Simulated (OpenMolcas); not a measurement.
# triplet SnNH4F: levels of theory compared

Aim: a comparison of 6 runs (U-r2SCAN/def2-SVP, UB3LYP/def2-SVP, UBLYP/def2-SVP, UM06-L/def2-SVP, ROMP2/def2-SVP, ROCCSD(T)/def2-SVP) of triplet SnNH4F. 

Program for the calculation: OpenMolcas 26.06.

**1. The molecule**

The species is SnNH4F (7 atoms), meant as a triplet with charge 0. SMILES of the parent species: `[NH2][SnH2][F]`. The shape is that of a PBE0-D4/def2-TZVP optimisation. This is one conformer, not always the lowest. That shape belongs to the parent species and isn't relaxed for this state.

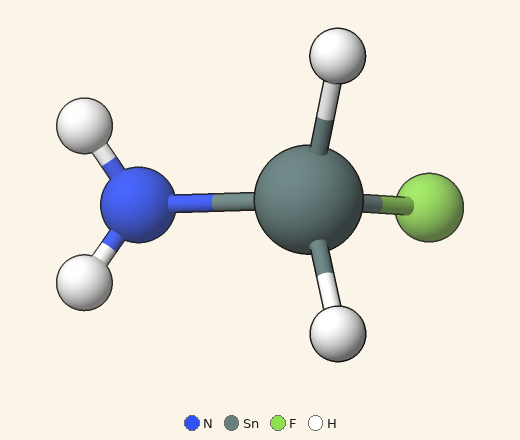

Viewed from a chosen angle; nitrogen blue, tin teal, fluorine green, hydrogen white.

**2. The energy at U-r2SCAN/def2-SVP (core potential) (run 1)**

job.input reads:

```
&gateway
baslib = $CurrDir
coord
7
angstrom
N       -0.824600       0.088300      -0.943000
Sn       0.497700      -0.065100       0.542900
F        0.233900      -1.827500       1.272400
H       -1.584200       0.741400      -0.829600
H       -0.469500       0.125500      -1.885700
H        0.113100       0.971100       1.833800
H        2.094900      -0.101800      -0.036600
basis = def2-SVP
group = NoSym
&seward
gridinput
Grid=UltraFine
End of Grid
&scf
uhf
spin = 3
ksdft = 2
1.0 MGGA_X_R2SCAN
1.0 MGGA_C_R2SCAN
thresholds = 1e-10 1e-07 1e-07 1e-05
prorbitals = 1 2
```

The basis set def2-SVP is read from a file made from the Basis Set Exchange's data (not shown).

Started as:

```sh
$ export MOLCAS_MEM=1860
$ pymolcas job.input > job.log
```

The program printed:

```text
--- Start Module: gateway ---
[...]
--- Stop Module: gateway /rc=_RC_ALL_IS_WELL_ ---
--- Start Module: seward ---
[...]
      Basis functions           74
--- Stop Module: seward /rc=_RC_ALL_IS_WELL_ ---
[...]
--- Start Module: scf ---
[...]
       Convergence after  26 Iterations
[...]
::    Total KS-DFT energy                            -370.9833844946
[...]
      Total spin, S                                     1.0016172935
[...]
      Total electronic charge=   42.000000
      Total            charge=   -0.000000
[...]
      Dipole Moment (debye):
      Origin of the operator (angstrom)=    0.3360   -0.2519    0.4788
                   X= -1.2030E+00               Y=  2.1939E+00               Z= -2.5293E+00           Total=  3.5578E+00
      Quadrupole Moment (debye*angstrom):
[...]
--- Stop Module: scf /rc=_RC_ALL_IS_WELL_ ---
[...]
```

Wall time 81 s (1 thread of AMD EPYC 7R43 (Zen 3), shared host); peak memory 0.42 GiB.

**3. The energy at UB3LYP/def2-SVP (core potential) (run 2)**

test.input reads:

```
* FH4NSn Kohn-Sham DFT

&GATEWAY
 BasLib
 $CurrDir
 Coord
 7
 bohr
 N     -1.55826816     0.16686282    -1.78201174
 Sn     0.94051669    -0.12302117     1.02593231
 F      0.44200694    -3.45347449     2.40448752
 H     -2.99370413     1.40104295    -1.56771679
 H     -0.88722642     0.23716063    -3.56345655
 H      0.21372802     1.83511304     3.46537977
 H      3.95878726    -0.19237412    -0.06916398
 Basis
 def2-SVP
 Group
 NoSym

&SEWARD
 GridInput
 Grid=UltraFine
 End of Grid

&SCF
 UHF
 Spin
 3
 KSDFT
 B3LYP
 Thresholds
 1e-10 1e-07 1e-07 1e-05
 PrOrbitals
 1
```

The basis set def2-SVP is read from a file made from the Basis Set Exchange's data (not shown).

Started as:

```sh
$ export MOLCAS_MEM=1860
$ pymolcas test.input > test.log
```

The program printed:

```text
--- Start Module: gateway ---
[...]
--- Stop Module: gateway /rc=_RC_ALL_IS_WELL_ ---
--- Start Module: seward ---
[...]
      Basis functions           74
--- Stop Module: seward /rc=_RC_ALL_IS_WELL_ ---
[...]
--- Start Module: scf ---
[...]
       Convergence after  25 Iterations
[...]
::    Total KS-DFT energy                            -371.0510165560
[...]
      Total spin, S                                     1.0011859458
[...]
      Total electronic charge=   42.000000
      Total            charge=   -0.000000
[...]
      Dipole Moment (debye):
      Origin of the operator (angstrom)=    0.3360   -0.2519    0.4788
                   X= -1.1585E+00               Y=  2.3645E+00               Z= -2.5800E+00           Total=  3.6863E+00
      Quadrupole Moment (debye*angstrom):
[...]
--- Stop Module: scf /rc=_RC_ALL_IS_WELL_ ---
[...]
```

Wall time 56 s (1 thread of AMD EPYC 7R43 (Zen 3), shared host); peak memory 0.43 GiB.

Run 3 isn't shown in full; the table further down has it.

**4. A single-point energy at UM06-L/def2-SVP (core potential) (run 4)**

job.input reads:

```
&GATEWAY
  BasLib
  $CurrDir
  Coord
  7
  angstrom
  N       -0.824600       0.088300      -0.943000
  Sn       0.497700      -0.065100       0.542900
  F        0.233900      -1.827500       1.272400
  H       -1.584200       0.741400      -0.829600
  H       -0.469500       0.125500      -1.885700
  H        0.113100       0.971100       1.833800
  H        2.094900      -0.101800      -0.036600
  Basis
  def2-SVP
  Group
  NoSym

&SEWARD
  GridInput
  Grid=UltraFine
  End of Grid

&SCF
  UHF
  Spin
  3
  KSDFT
  M06L
  Thresholds
  1e-10 1e-07 1e-07 1e-05
  PrOrbitals
  1 2
```

The basis set def2-SVP is read from a file made from the Basis Set Exchange's data (not shown).

Started as:

```sh
$ export MOLCAS_MEM=1860
$ pymolcas job.input > job.log
```

The program printed:

```text
--- Start Module: gateway ---
[...]
--- Stop Module: gateway /rc=_RC_ALL_IS_WELL_ ---
--- Start Module: seward ---
[...]
      Basis functions           74
--- Stop Module: seward /rc=_RC_ALL_IS_WELL_ ---
[...]
--- Start Module: scf ---
[...]
       Convergence after  28 Iterations
[...]
::    Total KS-DFT energy                            -371.1082352322
[...]
      Total spin, S                                     1.0015300295
[...]
      Total electronic charge=   42.000000
      Total            charge=   -0.000000
[...]
      Dipole Moment (debye):
      Origin of the operator (angstrom)=    0.3360   -0.2519    0.4788
                   X= -1.1062E+00               Y=  2.2085E+00               Z= -2.4354E+00           Total=  3.4687E+00
      Quadrupole Moment (debye*angstrom):
[...]
--- Stop Module: scf /rc=_RC_ALL_IS_WELL_ ---
[...]
```

Wall time 84 s (1 thread of AMD EPYC 7R43 (Zen 3), shared host); peak memory 0.43 GiB.

Run 5 isn't shown in full; the table further down has it.

**5. A single-point energy at ROCCSD(T)/def2-SVP (core potential) (run 6)**

job.input reads:

```
* FH4NSn CCSD(T)

&GATEWAY
 BasLib = $CurrDir
 Coord
 7
 angstrom
 N       -0.824600       0.088300      -0.943000
 Sn       0.497700      -0.065100       0.542900
 F        0.233900      -1.827500       1.272400
 H       -1.584200       0.741400      -0.829600
 H       -0.469500       0.125500      -1.885700
 H        0.113100       0.971100       1.833800
 H        2.094900      -0.101800      -0.036600
 Basis = def2-SVP
 Group = NoSym

&SEWARD

&SCF
 UHF
 Spin = 3
 Thresholds = 1e-10 1e-07 1e-07 1e-05
 PrOrbitals = 1 1

&RASSCF
 FileOrb = $Project.UnaOrb
 Spin = 3
 Nactel = 2 0 0
 Inactive = 20
 Ras2 = 2
 OutOrbitals = Canonical
 OrbListing = Nothing

&MOTRA
 JobIph
 Frozen = 6

&CCSDT
 CCT
 Triples = 3
 Iterations = 80
 Accuracy = 1e-08
 Extrapolation = 5 4
```

The basis set def2-SVP is read from a file made from the Basis Set Exchange's data (not shown).

Started as:

```sh
$ export MOLCAS_MEM=1860
$ pymolcas job.input > job.log
```

The program printed:

```text
--- Start Module: gateway ---
[...]
--- Stop Module: gateway /rc=_RC_ALL_IS_WELL_ ---
[...]
      Basis functions           74
[...]
       Convergence after  32 Iterations
[...]
::    Total SCF energy                               -369.2563474687
[...]
      Total spin, S                                     1.0036384703
[...]
      Number of active orbitals                  2
[...]
      Spin quantum number                      1.0
[...]
      Active orbitals                            2
[...]
      Number of CSFs                             1
[...]
      Number of root(s) required                 1
[...]
      Convergence after 16 iterations
[...]
      printout of CI-coefficients larger than  0.05 for root  1
      energy=    -369.250758
      conf/sym  11     Coeff  Weight
             1  uu   1.00000 1.00000
      Natural orbitals and occupation numbers for root  1
      sym 1:   1.000000   1.000000
      ************************************************************************************************************************
      *                                                    Final results                                                     *
[...]
::    RASSCF root number  1 Total energy:   -369.25075774
[...]
      Total electronic charge=   42.000000
      Total            charge=   -0.000000
[...]
      Dipole Moment (debye):
      Origin of the operator (angstrom)=    0.3360   -0.2519    0.4788
                   X= -1.9567E+00               Y=  2.2103E+00               Z= -3.3329E+00           Total=  4.4522E+00
      Quadrupole Moment (debye*angstrom):
[...]
--- Start Module: motra ---
[...]
      Convergence after                    27  Iterations
      Total energy (diff) :    -369.74009454      -0.00000000
[...]
 METHOD                       : CCSD+T(CCSD)+<T3(1)WT1>+<T3(1)UT2> = CCSD(T)
[...]
       CCSD     =      -369.7400945410593
[...]
```

Run time: 85 s. Hardware: 1 thread of AMD EPYC 7R43 (Zen 3), shared host; peak memory 0.42 GiB.

**6. Overview of the runs**

```tsv
run	level	integration grid	frozen core orbitals	energy (Eh)	dipole moment (D)	HOMO energy (eV)	⟨S²⟩	wall time
1	U-r2SCAN/def2-SVP (core potential)	UltraFine	–	-370.983384	3.56	-1.86	2.005	81 s
2	UB3LYP/def2-SVP (core potential)	UltraFine	–	-371.051017	3.69	-2.30	2.004	56 s
3	UBLYP/def2-SVP (core potential)	UltraFine	–	-370.890241	3.27	-1.54	2.003	67 s
4	UM06-L/def2-SVP (core potential)	UltraFine	–	-371.108235	3.47	-1.58	2.005	84 s
5	ROMP2/def2-SVP (core potential)	–	6	-369.713589	–	–	–	21 s
6	ROCCSD(T)/def2-SVP (core potential)	–	6	-369.750502	–	–	–	85 s
```

**7. Outcome**

| quantity | value |
| --- | --- |
| run 6: total energy | -369.75050 Eh |
| run 6: (T) correction | -10.41 mEh |

In words: Over runs 1, 2, 3, 4 the dipole moment (its size) runs from 3.27 D (UBLYP/def2-SVP) to 3.69 D (UB3LYP/def2-SVP). Totals of different functionals can't be ranked against each other. All runs together took 6.6 min, the longest 85 s.
